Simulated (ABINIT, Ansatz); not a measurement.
## A GW run on CdS (Hawleyite) in ABINIT, with inputs changed

Aim: change inputs of a GW run on CdS (Hawleyite) and see what moves.

Program: ABINIT 10.8.3. Level of theory: PBE and many-body steps on it, plane waves. Results are calculated unless marked as measured.

**1. The structure**

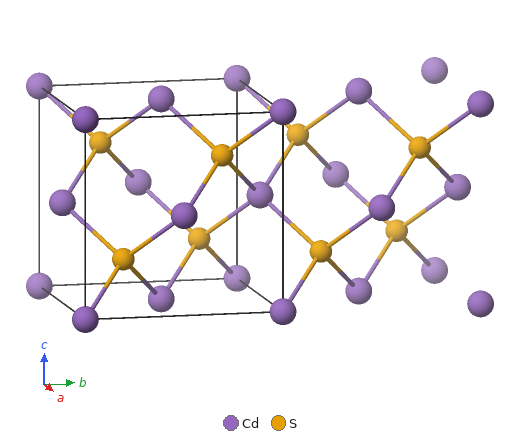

The starting structure, seen slightly off an axis (cadmium purple, sulfur orange). 1×2×1 cells are drawn. This picture shows the conventional cell, with its axes. Bonds to atoms that aren't drawn are left out. Some periodic images of atoms are drawn too.

 The runs that relaxed it are not among those shown.

**2. Screening, 4×4×4 mesh, 148 bands, screening to 176.9 eV**

This step: ABINIT 10.8.3; RPA screening on PBE, plane waves, norm-conserving pseudopotentials.

The RPA dielectric matrix is built and inverted for each q.

run.abi

```
acell 3*1.0 Angstrom
rprim 
  -0.000000000000 2.958200000000 2.958200000000
  2.958200000000 -0.000000000000 2.958200000000
  2.958200000000 2.958200000000 -0.000000000000
ntypat 2
znucl 48 16
natom 2
typat 1 2
xred 
  0.000000000000 0.000000000000 0.000000000000
  0.250000000000 0.250000000000 0.250000000000
pp_dirpath "pseudos"
pseudos "Cd.upf, S.upf"
ecut 47
ngkpt 4 4 4
nshiftk 1
shiftk 0 0 0
kptopt 1
chksymbreak 0
istwfk *1
occopt 1
irdwfk 1
optdriver 3
nband 148
ecuteps 6.5
inclvkb 2
awtr 1
symchi 1
indata_prefix "in"
outdata_prefix "out"
tmpdata_prefix "tmp"
```

Command:

```bash
$ OMP_NUM_THREADS=1 mpirun -n 8 abinit run.abi > log
```

Output:

```text
.Version 10.8.3 of ABINIT. v10.8.2 released Aug 2026.

 Symmetries : space group F-4 3 m (#216); Bravais cF (face-center cubic)
[... echo of the input left out ...]
== DATASET  1 ==================================================================
-   mpi_nproc: 8, omp_nthreads: 1 (-1 if OMP is not activated)

--- !DatasetInfo
iteration_state: {dtset: 1, }
dimensions: {natom: 2, nkpt: 8, mband: 148, nsppol: 1, nspinor: 1, nspden: 1, mpw: 5410, }
cutoff_energies: {ecut:  47.0, pawecutdg:  -1.0, }
electrons: {nelect:   2.60000000E+01, charge:   0.00000000E+00, occopt:   1.00000000E+00, tsmear:   1.00000000E-02, }

 SCREENING: Calculation of the susceptibility and dielectric matrices

 Based on a program developped by R.W. Godby, V. Olevano, G. Onida, and L. Reining.
 Incorporated in ABINIT by V. Olevano, G.-M. Rignanese, and M. Torrent.
.Using double precision arithmetic ; gwpc =  8

[... cell and pseudopotentials left out ...]
--------------------------------------------------------------------------------

 ==== K-mesh for the wavefunctions ====
 Number of points in the irreducible wedge :     8
[... list of points left out ...]
 Together with 24 symmetry operations and time-reversal symmetry
 yields    64 points in the full Brillouin Zone.

 ==== Q-mesh for the screening function ====
 Number of points in the irreducible wedge :     8
[... list of points left out ...]
 Together with 24 symmetry operations and time-reversal symmetry
 yields    64 points in the full Brillouin Zone.

 setmesh: FFT mesh size selected  =    36x   36x   36
          total number of points  =        46656

 vcoul_init : cutoff-mode = AUXILIARY_FUNCTION
 q-points for optical limit:   1
     1)      0.000010    0.000020    0.000030

- screening: taking advantage of time-reversal symmetry
- Maximum band index for partially occupied states nbvw = 13
- Remaining bands to be divided among processors   nbcw = 135
- Number of bands treated by each node ~16

 Number of electrons calculated from density =   26.0000; Expected =   26.0000
 average of density, n =  0.074416
 r_s =    1.4749
 omega_plasma =   26.3140 [eV]

 calculating chi0 at frequencies [eV] :
  1    0.000000E+00    0.000000E+00
  2    0.000000E+00    2.631405E+01

--------------------------------------------------------------------------------
  q-point number  1        q = ( 0.000000, 0.000000, 0.000000) [r.l.u.]
--------------------------------------------------------------------------------
[... chi0 elements left out ...]
 For q-point:  0.000010 0.000020 0.000030
  dielectric constant =  12.1274
  dielectric constant without local fields =  12.8600

  Average fulfillment of the sum rule on Im[epsilon] for q-point    1 :     72.18  [%]
[... wings left out ...]
  q-point number  2        q = ( 0.250000, 0.000000, 0.000000) [r.l.u.]
--------------------------------------------------------------------------------
[... chi0 elements left out ...]
  Average fulfillment of the sum rule on Im[epsilon] for q-point    2 :     82.25  [%]

 [... 6 further q-points ...]
```

Run time: 42 s. Hardware: 8 MPI ranks of Intel Xeon Platinum 8488C (Sapphire Rapids), shared host; peak memory 2.4 GiB.

This step gave:

```
ε∞ with local fields, on this mesh, along the program's q direction : 12.13
the same without local fields                                       : 12.86
plasma frequency                                                    : 26.31 eV
plane waves in the screening matrix                                 : 283
```

Local fields lower ε∞ by 6 %. On a Γ-centred mesh this coarse the value itself is usually too large, while a short band sum pulls it down.

**3. Base**

The self-energy is evaluated for the states that the input lists, and the levels follow from it, in one-shot runs by the linearised quasiparticle equation.

This step: G0W0 on PBE, plane waves, norm-conserving pseudopotentials.

Changes to run.abi since step 2:

```diff
@@ -23,8 +23,15 @@
 irdwfk 1
-optdriver 3
+optdriver 4
 nband 148
+gwcalctyp 0
+ecutsigx 47
+symsigma 1
+nkptgw 1
+kptgw 
+  0.0000000000 0.0000000000 0.0000000000
+bdgw 
+  11 17
 ecuteps 6.5
-inclvkb 2
-awtr 1
-symchi 1
+irdscr 1
+ppmodel 1
 indata_prefix "in"
```

Output:

```text
.Version 10.8.3 of ABINIT. v10.8.2 released Aug 2026.

 Symmetries : space group F-4 3 m (#216); Bravais cF (face-center cubic)
[... echo of the input left out ...]
== DATASET  1 ==================================================================
-   mpi_nproc: 8, omp_nthreads: 1 (-1 if OMP is not activated)

--- !DatasetInfo
iteration_state: {dtset: 1, }
dimensions: {natom: 2, nkpt: 8, mband: 148, nsppol: 1, nspinor: 1, nspden: 1, mpw: 5410, }
cutoff_energies: {ecut:  47.0, pawecutdg:  -1.0, }
electrons: {nelect:   2.60000000E+01, charge:   0.00000000E+00, occopt:   1.00000000E+00, tsmear:   1.00000000E-02, }

 SIGMA: Calculation of the GW corrections

 Based on a program developped by R.W. Godby, V. Olevano, G. Onida, and L. Reining.
 Incorporated in ABINIT by V. Olevano, G.-M. Rignanese, and M. Torrent.
.Using double precision arithmetic ; gwpc =  8

[... cell and pseudopotentials left out ...]
--------------------------------------------------------------------------------

 ==== K-mesh for the wavefunctions ====
 Number of points in the irreducible wedge :     8
[... list of points left out ...]
 Together with 24 symmetry operations and time-reversal symmetry
 yields    64 points in the full Brillouin Zone.

 ==== Q-mesh for screening function ====
 Number of points in the irreducible wedge :     8
[... list of points left out ...]
 Together with 24 symmetry operations and time-reversal symmetry
 yields    64 points in the full Brillouin Zone.

 vcoul_init : cutoff-mode = AUXILIARY_FUNCTION
 q-points for optical limit:   1
     1)      0.000010    0.000020    0.000030
 setmesh: FFT mesh size selected  =    50x   50x   50
          total number of points  =       125000

 Number of electrons calculated from density =   26.0000; Expected =   26.0000
 average of density, n =  0.074416
 r_s =    1.4749
 omega_plasma =   26.3140 [eV]

 === KS Band Gaps ===
  >>>> For spin  1
   Minimum direct gap =   1.0517 [eV], located at k-point      :   0.0000  0.0000  0.0000
   Fundamental gap    =   1.0517 [eV], Top of valence bands at :   0.0000  0.0000  0.0000
                                       Bottom of conduction at :   0.0000  0.0000  0.0000
 SIGMA fundamental parameters:
 PLASMON POLE MODEL  1
 number of plane-waves for SigmaX                 5329
 number of plane-waves for SigmaC and W            283
 number of plane-waves for wavefunctions          5329
 number of bands                                   148
 number of independent spin polarizations            1
 number of spinorial components                      1
 number of k-points in IBZ                           8
 number of q-points in IBZ                           8
 number of symmetry operations                      24
 number of k-points in BZ                           64
 number of q-points in BZ                           64
 number of frequencies for dSigma/dE                 9
 frequency step for dSigma/dE [eV]                0.25
 number of omega for Sigma on real axis              0
 max omega for Sigma on real axis  [eV]           0.00
 zcut for avoiding poles [eV]                     0.10

 EPSILON^-1 parameters (SCR file):
 dimension of the eps^-1 matrix on file            283
 dimension of the eps^-1 matrix used               283
 number of plane-waves for wavefunctions          5329
 number of bands                                   148
 number of q-points in IBZ                           8
 number of frequencies                               2
 number of real frequencies                          1
 number of imag frequencies                          1

 matrix elements of self-energy operator (all in [eV])

 Perturbative Calculation

--- !SelfEnergy_ee
iteration_state: {dtset: 1, }
kpoint     : [   0.000,    0.000,    0.000, ]
spin       : 1
KS_gap     :    1.052
QP_gap     :    1.982
Delta_QP_KS:    0.930
data: !SigmaeeData |
     Band     E0 <VxcDFT>   SigX SigC(E0)      Z dSigC/dE  Sig(E)    E-E0       E
       11   3.886 -15.122 -18.135   1.990   0.777  -0.287 -15.917  -0.795   3.090
       12   3.886 -15.122 -18.135   1.990   0.777  -0.287 -15.917  -0.795   3.090
       13   3.886 -15.122 -18.135   1.990   0.777  -0.287 -15.917  -0.795   3.090
       14   4.937 -10.572  -6.678  -3.727   0.809  -0.236 -10.437   0.135   5.072
       15  10.422 -10.464  -5.655  -4.358   0.806  -0.241 -10.100   0.363  10.785
       16  10.422 -10.464  -5.655  -4.358   0.806  -0.241 -10.100   0.363  10.785
       17  10.422 -10.464  -5.655  -4.358   0.806  -0.241 -10.100   0.363  10.785

== END DATASET(S) ==============================================================
================================================================================

 -outvars: echo values of variables after computation  --------
           etotal      0.0000000000E+00
            nband         148
             nkpt           8
          spgroup         216
 [... the other variables as echoed above ...]

 Calculation completed.
```

The job ended after 7.8 s (8 MPI ranks; peak memory 1.8 GiB; 61 s of CPU time).

Numbers from this step:

```
G0W0 gap on the points computed              : 1.982 eV
starting gap on the mesh                     : 1.051 eV
k of the valence top                         : 0, 0, 0
k of the conduction bottom                   : 0, 0, 0
Z at the valence top                         : 0.777
Z at the conduction bottom                   : 0.809
least direct G0W0 gap on the computed points : 1.982 eV
```

The gap on the mesh goes from 1.05 eV to 1.98 eV, a correction of +0.93 eV.

**4. Broadening of the poles**

Changes to run.abi since step 3:

```diff
@@ -36,2 +36,3 @@
 ppmodel 1
+zcut 0.01 eV
 indata_prefix "in"
```

Output:

```text
.Version 10.8.3 of ABINIT. v10.8.2 released Aug 2026.

 Symmetries : space group F-4 3 m (#216); Bravais cF (face-center cubic)
[... echo of the input left out ...]
== DATASET  1 ==================================================================
-   mpi_nproc: 8, omp_nthreads: 1 (-1 if OMP is not activated)

--- !DatasetInfo
iteration_state: {dtset: 1, }
dimensions: {natom: 2, nkpt: 8, mband: 148, nsppol: 1, nspinor: 1, nspden: 1, mpw: 5410, }
cutoff_energies: {ecut:  47.0, pawecutdg:  -1.0, }
electrons: {nelect:   2.60000000E+01, charge:   0.00000000E+00, occopt:   1.00000000E+00, tsmear:   1.00000000E-02, }

 SIGMA: Calculation of the GW corrections

 Based on a program developped by R.W. Godby, V. Olevano, G. Onida, and L. Reining.
 Incorporated in ABINIT by V. Olevano, G.-M. Rignanese, and M. Torrent.
.Using double precision arithmetic ; gwpc =  8

[... cell and pseudopotentials left out ...]
--------------------------------------------------------------------------------

 ==== K-mesh for the wavefunctions ====
 Number of points in the irreducible wedge :     8
[... list of points left out ...]
 Together with 24 symmetry operations and time-reversal symmetry
 yields    64 points in the full Brillouin Zone.

 ==== Q-mesh for screening function ====
 Number of points in the irreducible wedge :     8
[... list of points left out ...]
 Together with 24 symmetry operations and time-reversal symmetry
 yields    64 points in the full Brillouin Zone.

 vcoul_init : cutoff-mode = AUXILIARY_FUNCTION
 q-points for optical limit:   1
     1)      0.000010    0.000020    0.000030
 setmesh: FFT mesh size selected  =    50x   50x   50
          total number of points  =       125000

 Number of electrons calculated from density =   26.0000; Expected =   26.0000
[...]
number of q-points in BZ                           64
 number of frequencies for dSigma/dE                 9
 frequency step for dSigma/dE [eV]                0.25
 number of omega for Sigma on real axis              0
 max omega for Sigma on real axis  [eV]           0.00
 zcut for avoiding poles [eV]                     0.01

 EPSILON^-1 parameters (SCR file):
 dimension of the eps^-1 matrix on file            283
 dimension of the eps^-1 matrix used               283
 number of plane-waves for wavefunctions          5329
 number of bands                                   148
 number of q-points in IBZ                           8
 number of frequencies                               2
 number of real frequencies                          1
 number of imag frequencies                          1

 matrix elements of self-energy operator (all in [eV])

 Perturbative Calculation

--- !SelfEnergy_ee
iteration_state: {dtset: 1, }
kpoint     : [   0.000,    0.000,    0.000, ]
spin       : 1
KS_gap     :    1.052
QP_gap     :    1.982
Delta_QP_KS:    0.930
data: !SigmaeeData |
     Band     E0 <VxcDFT>   SigX SigC(E0)      Z dSigC/dE  Sig(E)    E-E0       E
       11   3.886 -15.122 -18.135   1.990   0.777  -0.287 -15.917  -0.795   3.090
       12   3.886 -15.122 -18.135   1.990   0.777  -0.287 -15.917  -0.795   3.090
       13   3.886 -15.122 -18.135   1.990   0.777  -0.287 -15.917  -0.795   3.090
       14   4.937 -10.572  -6.678  -3.727   0.809  -0.236 -10.437   0.135   5.072
       15  10.422 -10.464  -5.655  -4.358   0.808  -0.238 -10.100   0.364  10.786
       16  10.422 -10.464  -5.655  -4.358   0.808  -0.238 -10.100   0.364  10.786
       17  10.422 -10.464  -5.655  -4.358   0.808  -0.238 -10.100   0.364  10.786

== END DATASET(S) ==============================================================
================================================================================

 -outvars: echo values of variables after computation  --------
           etotal      0.0000000000E+00
            nband         148
             nkpt           8
          spgroup         216
 [... the other variables as echoed above ...]

 Calculation completed.
```

Elapsed: 7.5 s, on 8 MPI ranks; peak memory 1.9 GiB.

This step gave:

```
G0W0 gap on the points computed              : 1.982 eV
starting gap on the mesh                     : 1.051 eV
k of the valence top                         : 0, 0, 0
k of the conduction bottom                   : 0, 0, 0
Z at the valence top                         : 0.777
Z at the conduction bottom                   : 0.809
least direct G0W0 gap on the computed points : 1.982 eV
```

Against G0W0 in ABINIT (4×4×4 mesh, 148 bands, screening to 176.9 eV, Godby-Needs plasmon pole), the gap moves by +0.000 eV.

**5. Unknown plasmon-pole model**

Changes to run.abi since step 4:

```diff
@@ -35,4 +35,3 @@
 irdscr 1
-ppmodel 1
-zcut 0.01 eV
+ppmodel 7
 indata_prefix "in"
```

Output:

```text
.Version 10.8.3 of ABINIT. v10.8.2 released Aug 2026.

 Symmetries : space group F-4 3 m (#216); Bravais cF (face-center cubic)
================================================================================
 Values of the parameters that define the memory need of the present run
     intxc =       0    ionmov =       0      iscf =       7    lmnmax =       6
     lnmax =       6     mgfft =      50  mpssoang =       3    mqgrid =    3001
     natom =       2  nloc_mem =       1    nspden =       1   nspinor =       1
    nsppol =       1      nsym =      24    n1xccc =    2501    ntypat =       2
    occopt =       1   xclevel =       2
-    mband =         148        mffmem =           1         mkmem =           1
       mpw =        5410          nfft =      125000          nkpt =           8
================================================================================
  Rough estimation (10% accuracy) of disk space for files :
================================================================================

--------------------------------------------------------------------------------
------------- Echo of variables that govern the present computation ------------
--------------------------------------------------------------------------------
 -outvars: echo values of preprocessed input variables --------
            acell      1.8897261259E+00  1.8897261259E+00  1.8897261259E+00 Bohr

             bdgw          11      17
      chksymbreak           0
             ecut      4.70000000E+01 Hartree
          ecuteps      6.50000000E+00 Hartree
         ecutsigx      4.70000000E+01 Hartree
          ecutwfn      4.70000000E+01 Hartree
-          fftalg         312
           irdscr           1
           irdwfk           1

              ixc     -101130
[...]
pspatm : epsatm=   23.16453630
         --- l  ekb(1:nproj) -->
[...]
pspatm: atomic psp has been read  and splines computed

- S Generated using ONCVPSP code by D. R. Hamann
- 16.00000   6.00000  171031                  znucl, zion, pspdat
12 -101130 2 -1 1146                          pspcod,pspxc,lmax,lloc,mmax
     nproj     2     2     2
  pspatm : epsatm=    9.01821529
         --- l  ekb(1:nproj) -->
[...]
1    3.227080    0.887329
             2   -3.547662   -0.986524
 pspatm: atomic psp has been read  and splines computed

   8.36751541E+02                                ecore*ucvol(ha*bohr**3)
--------------------------------------------------------------------------------

 ==== K-mesh for the wavefunctions ====
 Number of points in the irreducible wedge :     8
 Reduced coordinates and weights :

     1)     0.00000000E+00  0.00000000E+00  0.00000000E+00       0.01563
     2)     2.50000000E-01  0.00000000E+00  0.00000000E+00       0.12500
     3)     5.00000000E-01  0.00000000E+00  0.00000000E+00       0.06250
[...]
Together with 24 symmetry operations and time-reversal symmetry
 yields    64 points in the full Brillouin Zone.

 ==== Q-mesh for screening function ====
 Number of points in the irreducible wedge :     8
 Reduced coordinates and weights :

[...]
7)     5.00000000E-01  5.00000000E-01  0.00000000E+00       0.04688
     8)    -2.50000000E-01  5.00000000E-01  2.50000000E-01       0.09375

 Together with 24 symmetry operations and time-reversal symmetry
 yields    64 points in the full Brillouin Zone.

 vcoul_init : cutoff-mode = AUXILIARY_FUNCTION
 q-points for optical limit:   1
     1)      0.000010    0.000020    0.000030
 setmesh: FFT mesh size selected  =    50x   50x   50
          total number of points  =       125000

 Number of electrons calculated from density =   26.0000; Expected =   26.0000
 average of density, n =  0.074416
 r_s =    1.4749
 omega_plasma =   26.3140 [eV]

--- !BUG
message: |
    Wrong ppm%model: 7

--- !BUG
message: |
    Wrong ppm%model: 7

--- from the log ---
Wrong ppm%model: 7
```

Wall time 2.9 s (8 MPI ranks); peak memory 0.18 GiB.

The run stopped with an error after 2.9 s.

The program's words: Wrong ppm%model: 7

The fault put into this input: unknown plasmon-pole model.

**6. Side by side**

Times are wall times on 8 MPI ranks of Intel Xeon Platinum 8488C (Sapphire Rapids), shared host, good to a factor of about two. A run's time includes the screening step that it read.

| run | mesh | bands | screening cutoff (eV) | DFT gap (eV) | gap on the mesh (eV) | direct (eV) | ε∞ used | time |
| --- | --- | --- | --- | --- | --- | --- | --- | --- |
| base | 4×4×4 | 148 | 176.9 | 1.051 | 1.982 | 1.982 | 12.13 | 49 s |
| broadening of the poles | 4×4×4 | 148 | 176.9 | 1.051 | 1.982 | 1.982 | 12.13 | 49 s |

**7. Results**

```yaml
base: 1.982 eV
broadening_of_the_poles: 1.982 eV
known_limits: not at the basis limit; no spin-orbit coupling; coarse k mesh
```

Broadening of the poles: no change against base (keys changed: zcut). Bands and cutoff are finite, so the gap is not at the basis limit. The miss can reach some tenths of an eV and take either sign; the mesh is an error of its own. In the G0W0 runs levels were corrected at 1 k point alone, so a gap called «on the mesh» is the least over those, and an edge elsewhere would be missed. The 4×4×4 mesh is coarse for this cell, which bears on the long-range parts of exchange and screening. The many-body steps are scalar-relativistic: spin-orbit coupling is not in them.

[Paths, hosts, dates, memory and timing lines, banners, echoed tables and standing remarks are left out of the program output.]

[Logs are printed without paths, hosts, clocks, repeated set-up lines and the standing remarks that a program may print on its own settings, such as how far it seeks lower states.]

[Runs of the session that timed out or met a known fault of the program may be left out.]

[Hosts, paths, dates, database ids (printed as entryN), source tags and the programs' standing remarks are cut or masked in the printed files.]

[G0W0 gaps are taken among the corrected bands and points alone; a level outside them can change the order at an edge.]

[Where Ansatz stands beside ABINIT at settings called matched, ABINIT's density can come from a denser mesh and the files from another edition; pairs whose starting gaps differed by over 0.03 eV were left out, so agreement reads better than it is.]
